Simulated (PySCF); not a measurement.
The calculation's input:

```
import pyscf.grad
from pyscf import gto, dft

system = gto.M(
    atom=[
    ('C', (-2.052179, 0.535823, -1.365299)),
    ('C', (-1.415783, 1.339738, -0.471552)),
    ('B', (-2.340353, -0.843760, -1.045598)),
    ('H', (-2.571793, -1.970459, -0.774933)),
    ('H', (-2.356111, 0.927426, -2.344467)),
    ('H', (-1.200490, 2.381770, -0.717620)),
    ('H', (-1.094852, 0.995148, 0.513363)),
],
    charge=1,
    verbose=3,
    basis='def2-tzvpd',
    max_memory=3720,
    spin=0,
)

mf = dft.RKS(system)
mf.xc = 'pbe0'
mf = mf.density_fit(auxbasis='def2-universal-jkfit')
mf.max_cycle = 100
mf.grids.level = 3
mf.conv_tol = 1e-09
mf.kernel()
if not mf.converged:
    mf = mf.newton().run(mf.mo_coeff, mf.mo_occ)

e_final = mf.e_tot
print(f'total energy: {e_final:.8f} hartree')
grad = mf.Gradients().kernel()
mf.analyze()
```

Command:

```sh
OMP_NUM_THREADS=2 python run.py
```

Geometry: PBE0-D3(BJ)/pcseg-1.

All numbers below come from Gaussian-basis quantum chemistry of an isolated molecule with PySCF, energy and nuclear gradient, functional PBE0 in PySCF 2.14.0.

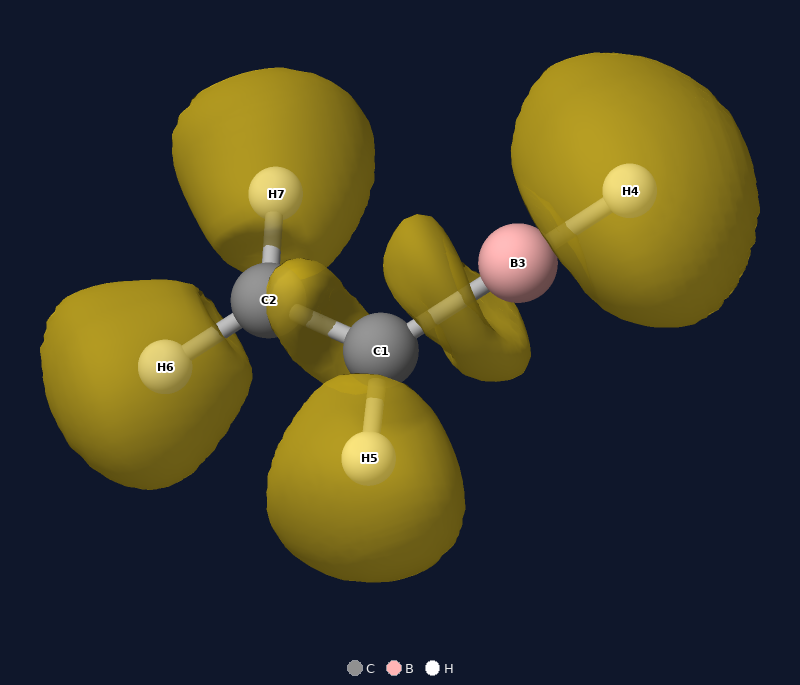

C2H4B (SMILES [BH+]C=C) (charge +1). Isosurface of the ELF at 0.8 (yellow), seen at an oblique angle. Only the valence region is drawn (cores and ρ < 0.01 e/Å³ removed).

**What do the ELF domains correspond to?**

The ELF exceeds this value in one region between bonded B–C atoms (shared pairs), one region between bonded C–C atoms (shared pairs) and four regions around hydrogen nuclei. Along the contacts the grid gives the following. C–C (1.36 Å): the ELF peaks at about 0.95 between the atoms, as expected for a covalent bond. C–B (1.45 Å): the ELF peaks at about 0.95 between the atoms, as expected for localised, covalent bonding.
